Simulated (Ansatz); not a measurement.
# Fields on a plane of V2O5 (space group Pmmn)

```xyz
14
Lattice="3.5372 0.0000 0.0000 0.0000 11.5145 0.0000 0.0000 0.0000 4.3651" Properties=species:S:1:pos:R:3 pbc="T T T"
V      0.0000     1.7107     3.8745
V      0.0000     9.8038     3.8745
V      1.7686     4.0465     0.4907
V      1.7686     7.4680     0.4907
O      0.0000     0.0000     4.3367
O      1.7686     5.7573     0.0285
O      0.0000     1.6844     2.2965
O      0.0000     9.8301     2.2965
O      1.7686     4.0728     2.0687
O      1.7686     7.4417     2.0687
O      1.7686     2.0906     4.3381
O      1.7686     9.4240     4.3381
O      0.0000     3.6667     0.0271
O      0.0000     7.8478     0.0271
```

The slice is a (010) plane (indices of the conventional cell) through the point (0.000, 0.682, 0.006) (fractional), spanned by u = [100] and v = [001] in vectors of this cell: u (3.54 Å) and v (4.37 Å, at 90° to u). It covers one period; positions are fractions (u, v).

Atoms on it: O at (0.00, 0.00). Other atoms lie within 1 Å of the plane.

The numbers are results of PBEsol (plane waves to 420 eV, PAW, scalar-relativistic; Ansatz, a first-principles code), not measurements. k mesh 8×3×6. These are valence fields of a PAW run, semicore shells included where kept as valence: close to a nucleus they are smooth pseudo fields. V2O5 is run without spin polarisation. V2O5 was relaxed with its symmetry unable to fall. Where atoms approach within three quarters of the sum of covalent radii the PAW spheres overlap much, and the results are unchecked.

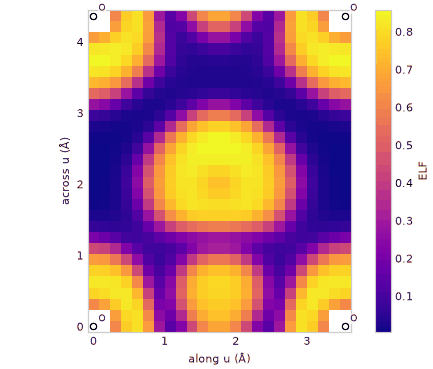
Electron localisation function (ELF), one period of the plane, atoms marked. Points within 0.3 Å of a nucleus are left white, as the pseudised field means little there.

```
|99987655566776655567899|
|99876554445555444556789|
|88776544334444334456778|
|77665433333333333345667|
|65554332222222222334555|
|44443322222222222233444|
|33332222222222222222333|
|22222122223333222212222|
|11111122334444332211111|
|00011223445555443221100|
|00011234456666544321100|
|00011234566776654321100|
|00012345677887765432100|
|00012345678888765432100|
|00012345678888765432100|
|00112345678888765432110|
|00112345677887765432110|
|11122345567777655432211|
|12222344566666654432222|
|22223344556666554433222|
|33333344567777654433333|
|44444445678888765444444|
|66555455788998875545556|
|77665556789999876555667|
|88776556789999876556778|
|99877666789999876667789|
|99987666788998876667899|
|99987655678888765567899|
```
Scale: ten equal steps from -1.75 (start of '0') to 0.96 (end of '9'), in the order '0123456789'. Values: log₁₀ of the valence density in e/Å³. The map has 23 points along u (one character each, u = 0 at the left) and 28 along v (v = 0 in the bottom row). The scale is logarithmic, as a density can span decades between atoms and voids.
